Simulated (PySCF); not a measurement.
C5H14B2 (SMILES CB(C)CB(C)C)

Input

```
{"job": {"kind": "nmr", "xc": "PBE0", "basis": "pcSseg-1"}, "charge": 0, "multiplicity": 1}
C      1.574147     1.724221    -0.134332
B      1.276620     0.199691     0.148882
C      2.115860    -0.909277    -0.598953
C      0.127768    -0.226657     1.146189
B     -1.224094    -0.288128     0.330831
C     -1.640809    -1.606844    -0.431619
C     -2.155803     0.983368     0.247248
H      1.203047     2.401582     0.631040
H      1.084744     2.005911    -1.067657
H      2.633666     1.927650    -0.278405
H      2.545010    -0.569868    -1.539520
H      2.954805    -1.205813     0.032174
H      1.545333    -1.814615    -0.792999
H      0.351940    -1.201744     1.577553
H      0.041534     0.501069     1.952618
H     -1.255065    -2.520059     0.016052
H     -1.231474    -1.560067    -1.441794
H     -2.717565    -1.715815    -0.544497
H     -2.897773     0.927286     1.045423
H     -2.715832     1.042699    -0.683998
H     -1.624981     1.922353     0.385294
```

Run with:

```sh
OMP_NUM_THREADS=1 python probes_run.py task.json out
```

Geometry: GFN2-xTB.

Theory: PBE0/pcSseg-1, SCF density, gas phase, non-relativistic (PySCF).

Question: What will maps of the electron density and electron localisation function show?

Answer: C–B (1.58 Å): ρ at the midpoint is about 1.4 e/Å³; the ELF peaks at about 1 between the atoms, as expected for a covalent bond.
C–H (1.09 Å): ρ at the midpoint is about 1.9 e/Å³; the ELF climbs to about 1 towards the hydrogen, as it does in any bond to H; a covalent bond by its length.

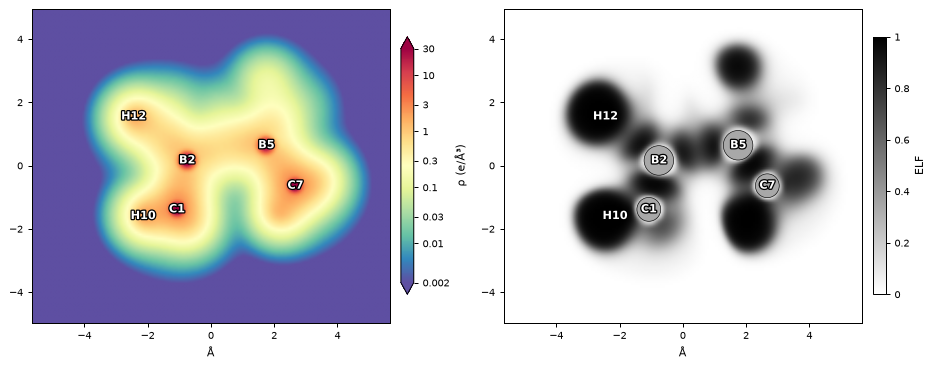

Computed electron density and electron localisation function on the plane of atoms B2, C1 and H10, in this order. Grey discs cover the atomic cores in the ELF map. 
